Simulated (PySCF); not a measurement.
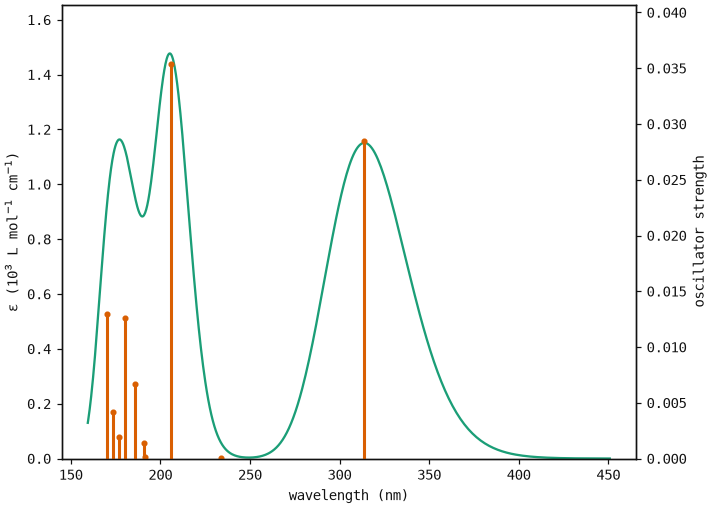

Vertical TDDFT excitations, PBE/def2-SVPD with PySCF, at a PBE0-D3(BJ)/def2-SVP geometry (no frequency check), gas phase. Only the first 10 singlet excitations are included; each is broadened by a Gaussian of 1/e half-width 0.40 eV. Sticks give oscillator strengths (right axis).

**Whose absorption spectrum is this?**
A. C₃H₂BBrF₂, SMILES FB(F)C1=C[C@H]1Br
B. C₃H₈BNSi, SMILES CC#CB[SiH2]N
C. C₅H₃F₃, SMILES FC1=CC(F)(F)C=C1

Option C. Its lowest singlet lies at 3.95 eV (f = 0.028) and the brightest of those computed is S3 at 6.02 eV (206 nm), f = 0.035, mainly HOMO−2 → LUMO (69 %).

Caveats: states above the negative HOMO energy depend on the basis; core orbitals are frozen in the response.
